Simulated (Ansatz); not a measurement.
Molecule (SMILES): [O-][N+]#N.
Geometry (B3LYP-D3(BJ)/def2-TZVP, fixed):
```
N
N 1 1.1210
O 1 1.1826 2 180.00
```

Basis-set convergence of the dipole moment at PBE with Ansatz (a program for electronic structure). Dipoles come from the density behind the forces; the sign is taken along the dipole that this method gives in the largest set. Cartesian d functions, on some or all atoms, in 6-31G**, 6-31+G*; all else is spherical. The program fits the integrals of some runs and decomposes those of others, by size. No added dispersion term, no relativity. Reference: the value in aug-pcseg-3, 0.126 D. Deviations are taken from unrounded values.

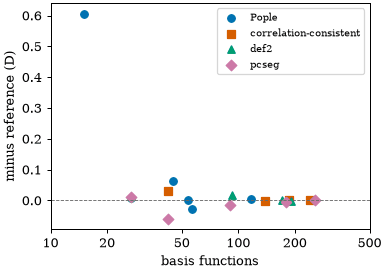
Figure. Deviation from the reference against the number of basis functions, by family of sets.

```
basis              functions  dipole moment (D)  minus reference (D)
-----------------  ---------  -----------------  -------------------
STO-3G                    15              0.733                0.607
3-21G                     27              0.135                0.009
pcseg-0                   27              0.136                0.010
cc-pVDZ                   42              0.158                0.032
pcseg-1                   42              0.067               -0.059
6-31G**                   45              0.188                0.062
6-311G**                  54              0.128                0.002
6-31+G*                   57              0.098               -0.028
pcseg-2                   90              0.113               -0.014
def2-TZVPP                93              0.144                0.017
6-311++G(3df,3pd)        117              0.131                0.004
aug-cc-pVTZ              138              0.124               -0.002
def2-QZVPP               171              0.127                0.001
pcseg-3                  180              0.122               -0.004
d-aug-cc-pVTZ            186              0.128                0.001
def2-QZVPPD              192              0.125               -0.002
aug-cc-pVQZ              240              0.126                0.000
aug-pcseg-3              255              0.126                0.000
```
